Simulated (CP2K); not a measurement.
**CH7BSi2 (SMILES CB1[SiH2][SiH2]1): PBE/DZVP-MOLOPT-SR-GTH (core potential)**

What is the energy change on altering one bond length of CH7BSi2 at PBE/DZVP-MOLOPT-SR-GTH (core potential)? 

Program for the calculation: CP2K 2026.2.

## 1. The system as given

The species is CH7BSi2 (11 atoms), meant as a singlet with charge 0. SMILES: `CB1[SiH2][SiH2]1`. Geometry: relaxed at PBE0-D4/def2-TZVP.

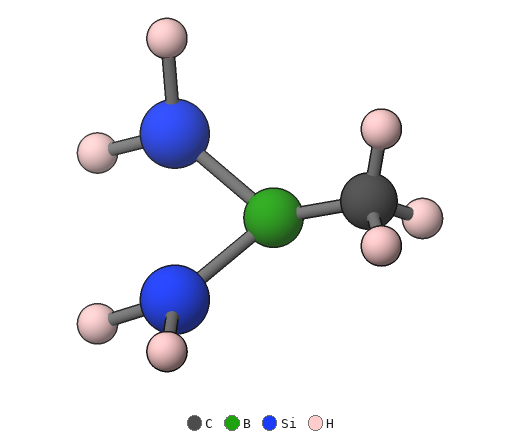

The structure, seen from a chosen angle (carbon dark grey, boron green, silicon blue, hydrogen pink).

## 2. The energy at PBE/DZVP-MOLOPT-SR-GTH (core potential)

run.inp

```
&global
  project_name run
  run_type ENERGY
  print_level MEDIUM
&end global
&force_eval
  method QS
  &dft
    basis_set_file_name BASIS_MOLOPT
    potential_file_name GTH_POTENTIALS
    &qs
      method GPW
      eps_default 1.0E-10
    &end qs
    &mgrid
      cutoff 400
      rel_cutoff 50
      ngrids 4
    &end mgrid
    &poisson
      periodic NONE
      poisson_solver MULTIPOLE
    &end poisson
    &scf
      scf_guess ATOMIC
      eps_scf 1.0E-06
      max_scf 100
      added_mos 5
      &diagonalization
        algorithm STANDARD
      &end diagonalization
      &mixing
        method BROYDEN_MIXING
        alpha 0.3
        nbuffer 8
      &end mixing
    &end scf
    &xc
      &xc_functional PBE
      &end xc_functional
    &end xc
    &print
      &moments
        periodic F
        reference COM
        max_moment 1
      &end moments
      &mo ON
        energies T
        occupation_numbers T
        ndigits 6
        &each
          qs_scf 0
        &end each
        add_last NUMERIC
      &end mo
      &hirshfeld OFF
      &end hirshfeld
    &end print
  &end dft
  &subsys
    &cell
      abc 9.5 11.8 11.8
      periodic NONE
    &end cell
    &coord
      C      4.502250     7.845150     5.970850
      B      4.315550     6.294650     5.854750
      Si     4.784950     4.903050     7.070750
      Si     4.976450     5.068750     4.552550
      H      4.931750     8.173450     6.920150
      H      3.494850     8.280750     5.922450
      H      5.067150     8.289650     5.148350
      H      4.286950     3.510350     6.978350
      H      5.643050     5.076250     8.275250
      H      6.005150     5.388850     3.524750
      H      4.484950     3.680450     4.387150
    &end coord
    &kind C
      basis_set DZVP-MOLOPT-SR-GTH-q4
      potential GTH-PBE-q4
    &end kind
    &kind B
      basis_set DZVP-MOLOPT-SR-GTH-q3
      potential GTH-PBE-q3
    &end kind
    &kind Si
      basis_set DZVP-MOLOPT-SR-GTH-q4
      potential GTH-PBE-q4
    &end kind
    &kind H
      basis_set DZVP-MOLOPT-SR-GTH-q1
      potential GTH-PBE-q1
    &end kind
  &end subsys
&end force_eval
```

The run is started by

```bash
$ OMP_NUM_THREADS=1 cp2k.psmp -i run.inp > run.out 2>&1
```

What it wrote:

```text
CP2K| version string:                                       CP2K version 2026.2
[...]
 GLOBAL| Method name                                                        CP2K
[...]
 GLOBAL| Run type                                                         ENERGY
[...]
 DFT| Spin restricted Kohn-Sham (RKS) calculation                            RKS
 DFT| Multiplicity                                                             1
[...]
 DFT| Charge                                                                   0
[...]
 FUNCTIONAL| PBE:
 QS| Method:                                                                 GPW
[...]
 QS| Density cutoff [a.u.]:                                                200.0
[...]
 QS| Relative density cutoff [a.u.]:                                        25.0
[...]
                             - Atoms:                                         11
[...]
                             - Spherical basis functions:                     87
[...]
 Number of electrons:                                                         22
[...]
     1 NoMix/Diag. 0.30E+00    1.3     1.18283244       -19.4052201792 -1.94E+01
[...]
    19 Broy./Diag. 0.30E+00    1.9     0.00000075       -20.4068959397  1.12E-05
  *** SCF run converged in    19 steps ***
[...]
  Overlap energy of the core charge distribution:               0.00000105037638
  Self energy of the core charge distribution:                -49.78374947882802
  Core Hamiltonian energy:                                     13.94440546550065
  Hartree energy:                                              23.03912636110341
  Exchange-correlation energy:                                 -7.60667933783628
  Total energy:                                               -20.40689593968386
[...]
                     Mulliken Population Analysis
 #  Atom  Element  Kind  Atomic population                           Net charge
       1     C        1          4.357932                             -0.357932
       2     B        2          2.862215                              0.137785
       3     Si       3          4.118283                             -0.118283
       4     Si       3          4.118601                             -0.118601
       5     H        4          0.922623                              0.077377
       6     H        4          0.916329                              0.083671
       7     H        4          0.922687                              0.077313
       8     H        4          0.941991                              0.058009
       9     H        4          0.948701                              0.051299
      10     H        4          0.948635                              0.051365
      11     H        4          0.942002                              0.057998
 # Total charge                             22.000000                  0.000000
[...]
  Dipole moment [Debye]
    X=  0.6563976E-01 Y=  0.1544332E+00 Z=  0.1701458E-01  Total=      0.1686644
 ENERGY| Total FORCE_EVAL ( QS ) energy [hartree]            -20.406895939683860
[...]
```

Run time: 36 s. Hardware: 1 thread of Intel Xeon 6975P-C (Granite Rapids), shared host; peak memory 1.8 GiB.

## 3. The distorted shape at the same level

qs.inp

```
&GLOBAL
  PROJECT_NAME qs
  RUN_TYPE ENERGY
  PRINT_LEVEL MEDIUM
&END GLOBAL

&FORCE_EVAL
  METHOD QUICKSTEP
  &DFT
    BASIS_SET_FILE_NAME BASIS_MOLOPT
    POTENTIAL_FILE_NAME GTH_POTENTIALS
    &QS
      METHOD GPW
      EPS_DEFAULT 1.0E-10
    &END QS
    &MGRID
      CUTOFF 400
      REL_CUTOFF 50
      NGRIDS 4
    &END MGRID
    &POISSON
      PERIODIC NONE
      POISSON_SOLVER MULTIPOLE
    &END POISSON
    &SCF
      SCF_GUESS ATOMIC
      EPS_SCF 1.0E-06
      MAX_SCF 40
      &OT
        MINIMIZER DIIS
        PRECONDITIONER FULL_ALL
      &END OT
      &OUTER_SCF
        EPS_SCF 1.0E-06
        MAX_SCF 8
      &END OUTER_SCF
    &END SCF
    &XC
      &XC_FUNCTIONAL PBE
      &END XC_FUNCTIONAL
    &END XC
    &PRINT
      &MOMENTS
        PERIODIC F
        REFERENCE COM
        MAX_MOMENT 1
      &END MOMENTS
      &MO_CUBES
        NLUMO 3
        NHOMO -1
        WRITE_CUBE F
      &END MO_CUBES
      &HIRSHFELD OFF
      &END HIRSHFELD
    &END PRINT
  &END DFT
  &SUBSYS
    &CELL
      ABC 9.8 11.8 12.7
      PERIODIC NONE
    &END CELL
    &COORD
      UNIT bohr
      C     -1.7959352     3.1273871    -1.6328821
      B     -2.1487471     0.1973668    -1.8522793
      Si    -1.2617097    -2.4323761     0.4456277
      Si    -0.8998271    -2.1192485    -4.3130807
      H     -0.9842979     3.7477842     0.1610349
      H     -3.6996453     3.9505518    -1.7243449
      H     -0.7284289     3.9673704    -3.1871818
      H     -2.2027933    -5.0641977     0.2710170
      H      1.6571008    -1.8432389     4.5427126
      H      1.0441342    -1.5143471    -6.2553412
      H     -1.8286275    -4.7427553    -4.6256414
    &END COORD
    &TOPOLOGY
      &CENTER_COORDINATES
      &END CENTER_COORDINATES
    &END TOPOLOGY
    &KIND C
      BASIS_SET DZVP-MOLOPT-SR-GTH-q4
      POTENTIAL GTH-PBE-q4
    &END KIND
    &KIND B
      BASIS_SET DZVP-MOLOPT-SR-GTH-q3
      POTENTIAL GTH-PBE-q3
    &END KIND
    &KIND Si
      BASIS_SET DZVP-MOLOPT-SR-GTH-q4
      POTENTIAL GTH-PBE-q4
    &END KIND
    &KIND H
      BASIS_SET DZVP-MOLOPT-SR-GTH-q1
      POTENTIAL GTH-PBE-q1
    &END KIND
  &END SUBSYS
&END FORCE_EVAL
```

The run is started by

```bash
$ OMP_NUM_THREADS=1 cp2k.psmp -i qs.inp > qs.out 2>&1
```

What it wrote (excerpt; [...] marks lines left out):

```text
CP2K| version string:                                       CP2K version 2026.2
[...]
 GLOBAL| Method name                                                        CP2K
[...]
 GLOBAL| Run type                                                         ENERGY
[...]
 DFT| Spin restricted Kohn-Sham (RKS) calculation                            RKS
 DFT| Multiplicity                                                             1
[...]
 DFT| Charge                                                                   0
[...]
 FUNCTIONAL| PBE:
 QS| Method:                                                                 GPW
[...]
 QS| Density cutoff [a.u.]:                                                200.0
[...]
 QS| Relative density cutoff [a.u.]:                                        25.0
[...]
                             - Atoms:                                         11
[...]
                             - Spherical basis functions:                     87
[...]
 Number of electrons:                                                         22
[...]
     1 OT DIIS     0.15E+00    1.5     0.20626307       -18.1556595811 -1.82E+01
[...]
    38 OT DIIS     0.15E+00    1.7     0.00000088       -20.2802239673 -1.68E-10
  *** SCF run converged in    38 steps ***
[...]
  Overlap energy of the core charge distribution:               0.00000104210292
  Self energy of the core charge distribution:                -49.78374947882802
  Core Hamiltonian energy:                                     13.81804831444878
  Hartree energy:                                              23.18482691029575
  Exchange-correlation energy:                                 -7.49935075533562
  Total energy:                                               -20.28022396731619
[...]
                     Mulliken Population Analysis
 #  Atom  Element  Kind  Atomic population                           Net charge
       1     C        1          4.354812                             -0.354812
       2     B        2          2.853119                              0.146881
       3     Si       3          4.278845                             -0.278845
       4     Si       3          4.094119                             -0.094119
[...]
  Dipole moment [Debye]
    X=  0.1102339E+00 Y=  0.2893542E+00 Z= -0.2908730E+00  Total=      0.4248347
[...]
 HOMO - LUMO gap [eV] :    2.343176
 ENERGY| Total FORCE_EVAL ( QS ) energy [hartree]            -20.280223967316193
[...]
```

It took 2.2 min on 1 thread of Intel Xeon 6975P-C (Granite Rapids), shared host; peak memory 1.1 GiB.

## 4. Summary of results

Level: PBE/DZVP-MOLOPT-SR-GTH (core potential).

| quantity | value |
| --- | --- |
| first shape: total energy | -20.40690 Eh |
| first shape: dipole moment | 0.17 D |
| first shape: HOMO energy | -5.56 eV |
| first shape: LUMO energy | -2.26 eV |
| first shape: HOMO–LUMO gap | 3.30 eV |
| distorted shape: total energy | -20.28022 Eh |
| distorted shape: dipole moment | 0.42 D |
| distorted shape: HOMO energy | -5.47 eV |
| distorted shape: LUMO energy | -3.13 eV |
| distorted shape: HOMO–LUMO gap | 2.34 eV |
| energy change with the Si3–H9 bond stretched from 1.489 to 2.680 Å | 3.447 eV |

One bond (distorted shape) is far stretched, which a spin-restricted single reference describes badly; a broken-symmetry solution may lie lower. With the Si3–H9 bond stretched from 1.489 to 2.680 Å the energy rises by 3.45 eV (333 kJ/mol). The first shape isn't relaxed at this level, so the change isn't measured from a minimum. A restricted reference can't describe the breaking bond well at this length.
